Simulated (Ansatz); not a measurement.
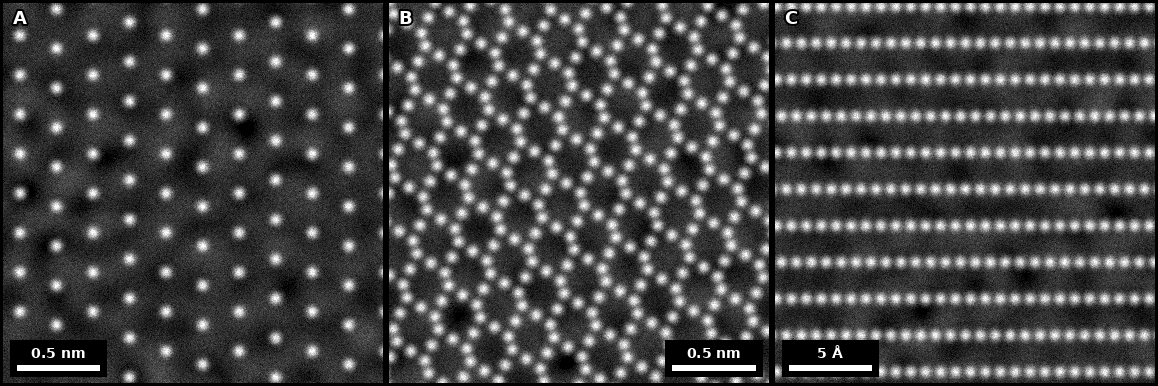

Three views of Ru (P6_3/mmc, No. 194) along different zone axes. Simulation: incoherent imaging, intensity Z^1.8 per atom, probe width 0.50 Å, thin sample. The display is stretched by a gamma of 0.65; percentages refer to the linear signal. Shot noise and the speckle of an amorphous layer were added. Atomic positions: the geometry relaxed with DFT, BLYP, plane waves (420 eV) with PAW, scalar-relativistic (Ansatz); the starting structure was generated, so it need not be a known form of this composition.

```cif
data_structure
_symmetry_space_group_name_H-M 'P 1'
_symmetry_Int_Tables_number 1
_cell_length_a 2.7535
_cell_length_b 2.7535
_cell_length_c 8.8296
_cell_angle_alpha 90.000
_cell_angle_beta 90.000
_cell_angle_gamma 120.000
_cell_volume 57.98
loop_
_atom_site_label
_atom_site_type_symbol
_atom_site_fract_x
_atom_site_fract_y
_atom_site_fract_z
_atom_site_occupancy
Ru1 Ru 0.00000 0.00000 0.00000 1
Ru2 Ru 0.00000 0.00000 0.50000 1
Ru3 Ru 0.33333 0.66667 0.25000 1
Ru4 Ru 0.66667 0.33333 0.75000 1
```

**Match the panels to the zone axes [100], [101] and [310].**

A is [100]: projected cell 2.38 × 8.83 Å, 90°, plane group p2mg. B is [101]: projected cell 2.63 × 2.72 Å, 119°, plane group c2mm. C is [310]: projected cell 0.90 × 8.83 Å, 90°.
